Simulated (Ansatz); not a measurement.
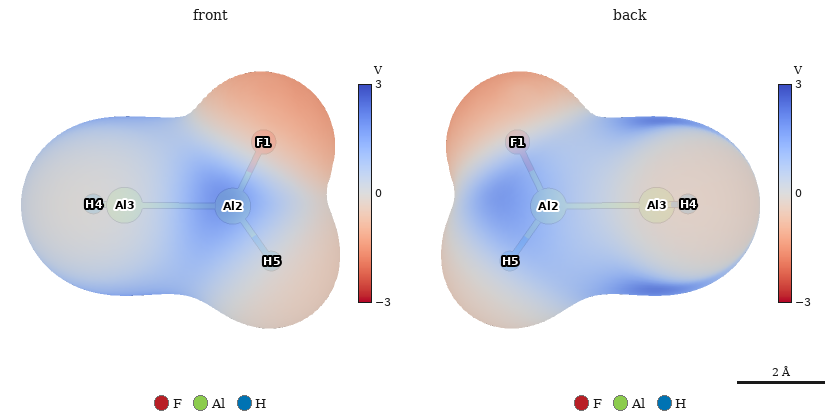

Figure. Al2FH2 (doublet). The electrostatic potential painted on the density surface at 0.001 e/bohr³, seen from the front and from behind; the colour scale runs from red (negative) to blue (positive).

All numbers below come from UKS PBE0/def2-SVP in Ansatz.

```json
{"atom": "F", "x (Å)": "-0.4061", "y (Å)": "-1.7201", "z (Å)": "1.9203"}
{"atom": "Al", "x (Å)": "0.3931", "y (Å)": "-0.4427", "z (Å)": "1.1866"}
{"atom": "Al", "x (Å)": "-0.1117", "y (Å)": "-0.0472", "z (Å)": "-1.2948"}
{"atom": "H", "x (Å)": "-1.1879", "y (Å)": "0.9426", "z (Å)": "-1.9559"}
{"atom": "H", "x (Å)": "1.5607", "y (Å)": "0.2193", "z (Å)": "2.0424"}
```

Q: Where is the surface potential most negative and most positive?

A: The most negative region (about −1.4 V, or −32 kcal/mol for a unit charge) lies over F1, the most positive (about +2.1 V, or +48 kcal/mol for a unit charge) over Al3.
